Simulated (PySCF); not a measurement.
SMILES N#Cc1ccc(-c2ccccc2)s1 at its GFN2-xTB optimised geometry (Å):

```
20

N     -4.9545     1.9779    -0.0163
C     -3.9590     1.4050    -0.0122
C     -2.7561     0.6992    -0.0072
C     -2.5881    -0.6644    -0.0009
C     -1.2413    -1.0421     0.0025
C     -0.3672     0.0199    -0.0010
C      1.0816     0.0036     0.0000
C      1.7917    -1.2003     0.0000
C      3.1726    -1.2003     0.0000
C      3.8750    -0.0062     0.0000
C      3.1835     1.1944     0.0003
C      1.8033     1.1998     0.0003
S     -1.2308     1.5278    -0.0086
H     -3.4129    -1.3549     0.0011
H     -0.9294    -2.0705     0.0078
H      1.2624    -2.1401    -0.0003
H      3.7056    -2.1397    -0.0002
H      4.9545    -0.0113    -0.0003
H      3.7224     2.1301     0.0004
H      1.2701     2.1401     0.0006
```

Calculation: PBE/def2-SVP (PySCF). Cells within 0.4 Å of a nucleus heavier than hydrogen are left out (blank, or x).

Map of the electron localisation function on the plane z = 0.0 Å:

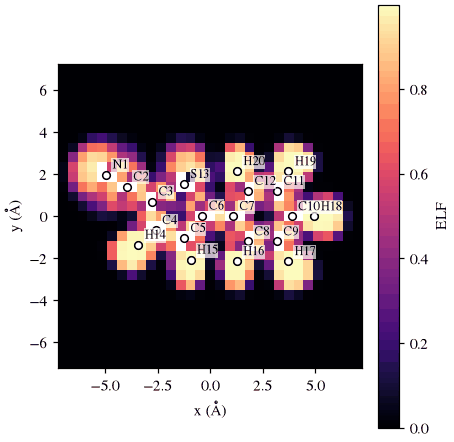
Figure. Electron localisation function on the plane z = 0.0 Å.
